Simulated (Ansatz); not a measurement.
**Resistivity from frozen vibrations: Ti(0001) with 2 thermally displaced layers, 2x2**

Wanted: the phonon-limited resistivity of Ti at 180 K by the Landauer route.

Calculated with Ansatz 0.2.0; Ansatz plane-wave DFT, PBE, PAW files; ballistic transport by layer matching (Landauer), zero bias; PAW set soft_1.

## (1) Starting point

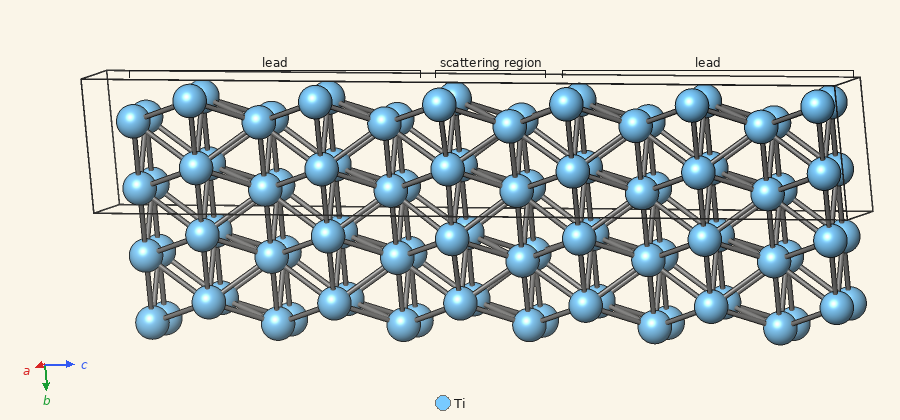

The starting structure, seen from the side, with the c axis across the page (titanium blue). 1×2×1 cells are drawn.

The cell holds 48 atoms: 48 Ti. Cell: a = 5.900 Å, b = 5.900 Å, c = 28.116 Å, α = 90.0°, β = 90.0°, γ = 120.0°. It derives from Ti. Regions: lead, 40 atoms (40 Ti); scattering region, 8 atoms (8 Ti). The structure is stacked along c, and the current runs across the ab planes.

## (2) With 2 displaced layers

Each atom of 2 layers is moved at random, by amounts drawn from a normal law 0.0596 Å wide in each direction from the Debye model (420 K) at 180 K. The layers about the cell's end stay perfect and serve as the lead. Disorder leaves little or no symmetry, which makes such runs dear. Energies from -0.05 to 0.05 eV in steps of 0.05 eV are too few for the program's thermal sum, so it prints no conductance; for a metal the transmission near the Fermi level serves, at a fraction of the cost.

input.yaml reads:

```yaml
crystal:
  lattice:
    - [5.9, 0.0, 0.0]
    - [-2.95, 5.1095498823, 0.0]
    - [0.0, 0.0, 28.116]
  atoms:
    - { symbol: Ti, position: [0.1666666667, 0.3333333333, 0.0416666667] }
    - { symbol: Ti, position: [0.1666666667, 0.8333333333, 0.0416666667] }
    - { symbol: Ti, position: [0.6666666667, 0.3333333333, 0.0416666667] }
    - { symbol: Ti, position: [0.6666666667, 0.8333333333, 0.0416666667] }
    - { symbol: Ti, position: [0.3333333333, 0.1666666667, 0.125] }
    - { symbol: Ti, position: [0.3333333333, 0.6666666667, 0.125] }
    - { symbol: Ti, position: [0.8333333333, 0.1666666667, 0.125] }
    - { symbol: Ti, position: [0.8333333333, 0.6666666667, 0.125] }
    - { symbol: Ti, position: [0.1666666667, 0.3333333333, 0.2083333333] }
    - { symbol: Ti, position: [0.1666666667, 0.8333333333, 0.2083333333] }
    - { symbol: Ti, position: [0.6666666667, 0.3333333333, 0.2083333333] }
    - { symbol: Ti, position: [0.6666666667, 0.8333333333, 0.2083333333] }
    - { symbol: Ti, position: [0.3333333333, 0.1666666667, 0.2916666667] }
    - { symbol: Ti, position: [0.3333333333, 0.6666666667, 0.2916666667] }
    - { symbol: Ti, position: [0.8333333333, 0.1666666667, 0.2916666667] }
    - { symbol: Ti, position: [0.8333333333, 0.6666666667, 0.2916666667] }
    - { symbol: Ti, position: [0.1666666667, 0.3333333333, 0.375] }
    - { symbol: Ti, position: [0.1666666667, 0.8333333333, 0.375] }
    - { symbol: Ti, position: [0.6666666667, 0.3333333333, 0.375] }
    - { symbol: Ti, position: [0.6666666667, 0.8333333333, 0.375] }
    - { symbol: Ti, position: [0.3338326669, 0.1651266348, 0.4596901048] }
    - { symbol: Ti, position: [0.3312700636, 0.660422022, 0.4590993928] }
    - { symbol: Ti, position: [0.8520186493, 0.1777074025, 0.4568424306] }
    - { symbol: Ti, position: [0.8169249106, 0.6594007528, 0.4584208847] }
    - { symbol: Ti, position: [0.1419182794, 0.3307827373, 0.5390271341] }
    - { symbol: Ti, position: [0.1561014386, 0.8269885541, 0.540996567] }
    - { symbol: Ti, position: [0.6768990405, 0.3454865865, 0.5413943587] }
    - { symbol: Ti, position: [0.6765849317, 0.8255787284, 0.5424113606] }
    - { symbol: Ti, position: [0.3333333333, 0.1666666667, 0.625] }
    - { symbol: Ti, position: [0.3333333333, 0.6666666667, 0.625] }
    - { symbol: Ti, position: [0.8333333333, 0.1666666667, 0.625] }
    - { symbol: Ti, position: [0.8333333333, 0.6666666667, 0.625] }
    - { symbol: Ti, position: [0.1666666667, 0.3333333333, 0.7083333333] }
    - { symbol: Ti, position: [0.1666666667, 0.8333333333, 0.7083333333] }
    - { symbol: Ti, position: [0.6666666667, 0.3333333333, 0.7083333333] }
    - { symbol: Ti, position: [0.6666666667, 0.8333333333, 0.7083333333] }
    - { symbol: Ti, position: [0.3333333333, 0.1666666667, 0.7916666667] }
    - { symbol: Ti, position: [0.3333333333, 0.6666666667, 0.7916666667] }
    - { symbol: Ti, position: [0.8333333333, 0.1666666667, 0.7916666667] }
    - { symbol: Ti, position: [0.8333333333, 0.6666666667, 0.7916666667] }
    - { symbol: Ti, position: [0.1666666667, 0.3333333333, 0.875] }
    - { symbol: Ti, position: [0.1666666667, 0.8333333333, 0.875] }
    - { symbol: Ti, position: [0.6666666667, 0.3333333333, 0.875] }
    - { symbol: Ti, position: [0.6666666667, 0.8333333333, 0.875] }
    - { symbol: Ti, position: [0.3333333333, 0.1666666667, 0.9583333333] }
    - { symbol: Ti, position: [0.3333333333, 0.6666666667, 0.9583333333] }
    - { symbol: Ti, position: [0.8333333333, 0.1666666667, 0.9583333333] }
    - { symbol: Ti, position: [0.8333333333, 0.6666666667, 0.9583333333] }
kpoints:
  mp_grid: { grid: [4, 4, 1] }
hamiltonian:
  xc: pbe
  pseudopotentials: { kind: paw, azcp: { folder: soft_1 } }
scf:
  occupations: { method: fermi_dirac, width: 0.1 }
output:
  transmission: { leads: [[0, 8]], kmesh: [8, 8], e_range: [-0.05, 0.05], de: 0.05 }
  write_potential: true
  write_density: true
  volumetric_format: npy
  elf: true
```

Launch:

```console
> ansatz run input.yaml --threads 4 --pin off --max-ram 15360MiB --backend cpu --events-out ev --progress --plain --runs-dir out
```

Numbers of over 12 decimals in the logs are rounded to 6 here.

Log:

```text
Engine: ansatz 0.2.0, aarch64-unknown-linux-gnu
Pseudopotentials: kind: paw
Pseudopotential: Ti, paw, valence charge 12, recommended cutoff 420 eV (normal), soft_1/Ti.paw.azcp
Functional definition: PBE
  parameter kappa = 0.804
  parameter beta = 0.066725
  exchange = pbe_x(kappa = kappa, mu = beta*pi^2/3)
  correlation = pbe_c(beta = beta)
Crystal: 48 atoms, lattice volume = 847.595 Å³
Basis set: ecut = 420 eV, 16425 PW (Γ)
Bands: 346, of which v1, the nominal top of the filled ones, is band 288 counted from 1 (287 counted from 0)
Symmetry: 1 space group operations
Space group: P1 (ITA 1), of the structure as read, at distance tolerance 9.5e-5 Å
k-points: 10 of 16 (time reversal used)
Non-local potential: Ti, projectors of the file, l = 0: 3, l = 1: 2, l = 2: 3, l = 3: 1
PAW form: soft (Blöchl's): semilocal exchange-correlation on the pseudo side does not see the compensation charge
PAW one-centre angular grid: Ti, 590 points (default); XC on 64 Gauss nodes
Initial density: superposition of atomic densities (chi_scale 0.1, normalization cell)
Initial wavefunctions: pseudopotential atomic-orbital guess
Functional: x = pbe(κ = 0.804, μ = 0.219515), c = pbe(β = 0.066725)
SCF iter   1: F=—  HF=-119994.261419 eV  |F-HF|=—  |Δ(HF+E_count)|=         —  Δρ=5.83e-2  dr2=3.19e1  ethr=3.10e-3  ⟨swp⟩=7.8  Hψ=12371  notcnv=0
preconditioner: auto → Kerker (q_TF=auto, 2.558 Å⁻¹)  [metal: Δε(μ)=0.064 eV  Ē_g=2.561 eV  σ=0.100 eV  W_gap=0.16  n_scr=268 (ndim 8)  ℏωp=17.7 eV  f_vac=0.000  D(μ)=42.68/eV (n_scr^D=380)]
SCF iter   2: F=—  HF=-119986.511969 eV  |F-HF|=—  |Δ(HF+E_count)|=    7.75e0  Δρ=2.60e-2  dr2=6.81e0  ethr=3.10e-3  ⟨swp⟩=2.3  Hψ=5415  notcnv=0
SCF iter   3: F=—  HF=-119984.705627 eV  |F-HF|=—  |Δ(HF+E_count)|=    1.81e0  Δρ=5.70e-3  dr2=2.29e-1  ethr=1.18e-3  ⟨swp⟩=3.7  Hψ=5321  notcnv=0
SCF iter   4: F=—  HF=-119984.704848 eV  |F-HF|=—  |Δ(HF+E_count)|=   7.80e-4  Δρ=1.01e-3  dr2=8.23e-3  ethr=3.97e-5  ⟨swp⟩=2.4  Hψ=5119  notcnv=0
SCF iter   5: F=—  HF=-119984.704880 eV  |F-HF|=—  |Δ(HF+E_count)|=   3.22e-5  Δρ=2.54e-4  dr2=7.66e-4  ethr=1.43e-6  ⟨swp⟩=2.0  Hψ=4372  notcnv=0
SCF iter   6: F=—  HF=-119984.704890 eV  |F-HF|=—  |Δ(HF+E_count)|=   9.98e-6  Δρ=6.14e-5  dr2=3.40e-5  ethr=1.33e-7  ⟨swp⟩=2.2  Hψ=4195  notcnv=0
SCF iter   7: F=—  HF=-119984.706137 eV  |F-HF|=—  |Δ(HF+E_count)|=   1.25e-3  Δρ=1.66e-5  dr2=3.11e-6  ethr=5.90e-9  ⟨swp⟩=2.2  Hψ=4843  notcnv=0
SCF iter   8: F=—  HF=-119984.706136 eV  |F-HF|=—  |Δ(HF+E_count)|=   2.41e-7  Δρ=5.30e-6  dr2=3.39e-7  ethr=5.40e-10  ⟨swp⟩=2.1  Hψ=4424  notcnv=0
SCF iter   9: F=-119984.706136 eV  HF=-119984.706136 eV  |F-HF|=1.16e-8  |Δ(HF+E_count)|=   1.34e-8  Δρ=1.18e-6  dr2=1.64e-8  ethr=1.74e-11  ⟨swp⟩=8.5  Hψ=8361  notcnv=0
SCF 1 converged in 9 iterations: F = -119984.706136 eV  dr2 = 1.64e-8
  greatest PAW one-centre occupation: 0.999 electrons in one spin orbital (limit 2), on the Ti atom at site 29 (counted from 0), in its partial waves of l = 0
transmission: 123 of 1190 steps passed
transmission: 246 of 1190 steps passed
[...]
transmission: 1190 of 1190 steps passed
SCF converged after 9 iterations
Free energy (F): -119984.706136 eV
Harris-Foulkes:  -119984.706136 eV  (|F-HF|=1.16e-8)
Internal energy: -119982.860222 eV  (E = F + TS)
E sigma→0 (E₀):  -119983.783179 eV
Entropy (-TS):   -1.845914 eV (-38.457 meV/atom)
Fermi energy:    13.008885 eV
--- Per-component energies (eV) ---
  E_band       = -7763.289148
  E_kinetic    = 13472.509453
  E_local      = -42369.546400  (includes V_loc(G=0)·N_el)
  E_nonlocal   = 2898.276108
  E_hartree    = 16772.853328
  E_xc         = -5568.557511
  E_vxc        = -6972.107695  (∫ρ·V_xc dr)
  E_paw        = -50018.888118  (= ΣΔE_a)
  E_vpaw       = -8338.110546  (= ΣTr[D̂ρ^β])
  E_aug_tail   = -0.003892  (compensation charges beyond the density's cutoff)
  E_ewald      = -55169.503189
  E_smearing   = -1.845914  (= −TS)
  E_closure    = 0.000000  (closes the sum)
  Σ components = -119984.706136   (vs F -119984.706136, Δ=0.00e0)
--- Band table (eV; the first three rows and the last of 10) ---
  k-point 0: bands = [... 284 lower, 13.5294, 13.5301, 13.5386, 13.6062, 13.6244, 13.6326, 13.6366, 13.6455, ... 54 higher]
  k-point 1: bands = [... 284 lower, 13.2553, 13.2617, 13.2737, 13.2758, 13.2875, 13.2885, 13.3160, 13.3283, ... 54 higher]
  k-point 2: bands = [... 284 lower, 12.7852, 12.7899, 12.8272, 12.8398, 12.8907, 12.9087, 12.9246, 12.9281, ... 54 higher]
  k-point 9: bands = [... 284 lower, 12.7826, 12.7974, 12.8184, 12.8329, 12.9030, 12.9125, 12.9252, 12.9296, ... 54 higher]
--- Transmission ---
  basis      : 253 plane waves across, 35 finite elements along
  points     : 34, standing for a mesh of 8 x 8
  energies   : 3 from -0.050000 to 0.050000 eV about the Fermi level, 0.050000 eV apart; the leads are filled to 0.000000 eV, and channels, transmission and decay are at 0.000000 eV
  crystal 0  : Ti8, at the sites [0, 8], period 4.6860 Å, over 23.43 Å; its Hamiltonian steps by up to 3.5 meV
    offset         : up to 0.0000 Å between an atom of the period and one for which it stands
    channels       : 2.656250e0 a spin
    conductance    : none, the energies end too early or step too widely for 300 K: set another output.transmission.e_range or a lower de, or, where they end at an eighth of basis.ecutwfc, a higher one
  junction   : crystal 0 to crystal 0, 0.70 to 24.13 Å
    transmission   : 2.478466e0 a spin
    conductance    : none, the energies end too early or step too widely for 300 K: set another output.transmission.e_range or a lower de, or, where they end at an eighth of basis.ecutwfc, a higher one
```

Wall time 9.6 min (4 threads of Arm Neoverse V1, shared host); peak memory 5.9 GiB; 33 min of CPU time.

This step gave:

* free energy: -119984.7061 eV
* energy at zero smearing: -119983.7832 eV
* Fermi energy: 13.01 eV
* cell area: 30.15 Å²
* transmission per spin nearest the Fermi level: 2.478
* open channels per spin nearest the Fermi level: 2.656
* step of the lead's potential: 3.5 meV

Per spin. The transmission, zone mean by energy, zero at the Fermi level:

| energy (eV) | transmission, zone mean |
| --- | --- |
| -0.0500 | 2.12 |
| 0.0000 | 2.48 |
| 0.0500 | 2.75 |

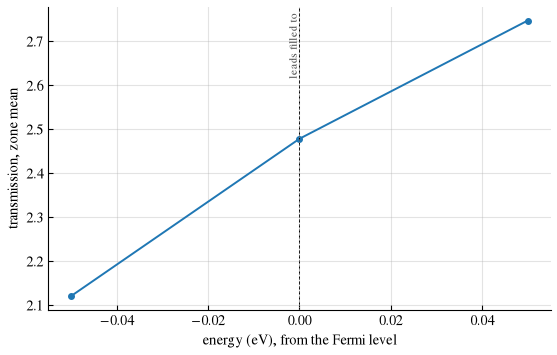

Transmission, zone mean against energy.

Per spin. The open channels, zone mean, lead by energy, zero at the Fermi level:

| energy (eV) | open channels, zone mean, lead |
| --- | --- |
| -0.0500 | 2.25 |
| 0.0000 | 2.66 |
| 0.0500 | 3.22 |

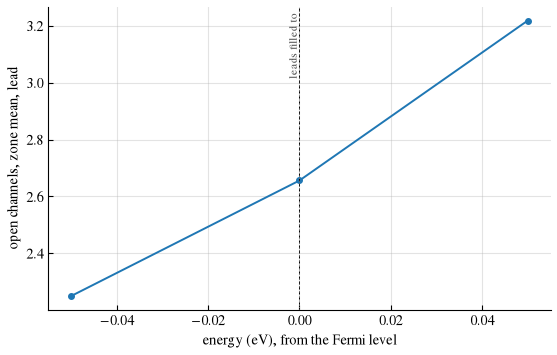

Open channels, zone mean, lead, plotted against energy.

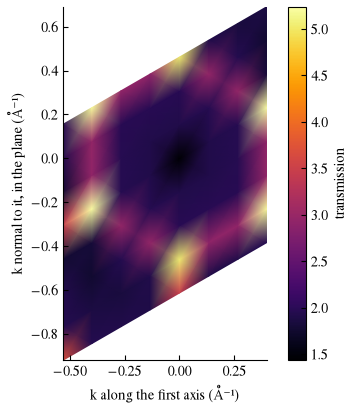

Transmission over k1 and k2. At 0.0000 eV from the Fermi level.

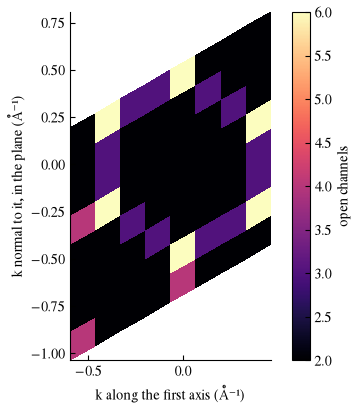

Open channels over k1 and k2. At 0.0000 eV from the Fermi level.

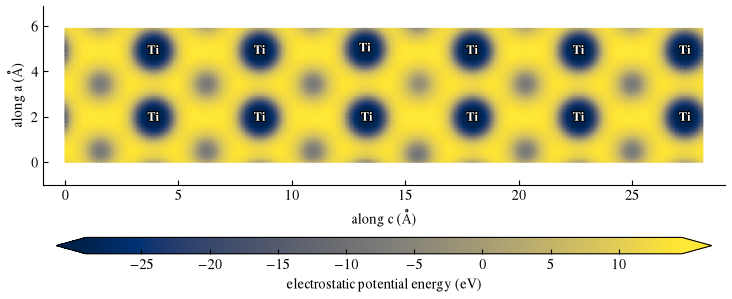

Electrostatic potential energy in the ca plane at fractional y = 0.165, with atoms of Ti within 0.2 Å of it. With pseudopotentials it is smooth inside the atoms' cores, unlike the true potential.

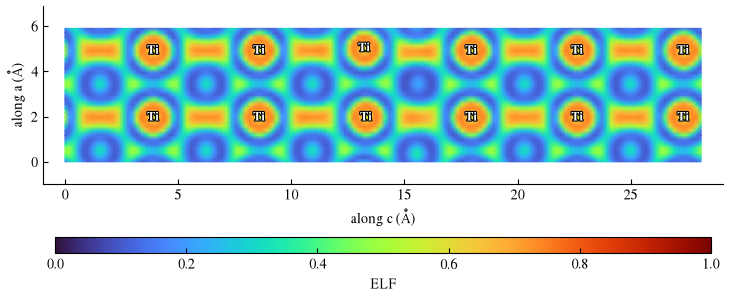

ELF in the ca plane at fractional y = 0.165, with atoms of Ti within 0.2 Å of it. It is the smooth field of the valence electrons, not physical close to the nuclei.

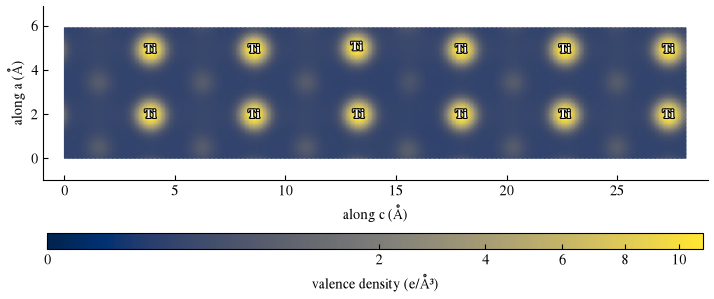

Valence density in the ca plane at fractional y = 0.165, with atoms of Ti within 0.2 Å of it. It is the smooth field of the valence electrons, not physical close to the nuclei. The colour scale is stretched toward low values.

Over the solved energies the transmission per spin lies between 2.12 and 2.75, out of 2.71 channels of the lead on average (up to 3.22).

(Part 1 of 2 ends here.)

[Logs are printed without paths, hosts, clocks, repeated set-up lines and the standing remarks that a program may print on its own settings, such as how far it seeks lower states.]

[Hosts, paths, dates, database ids (printed as entryN), source tags and the programs' standing remarks are cut or masked in the printed files.]
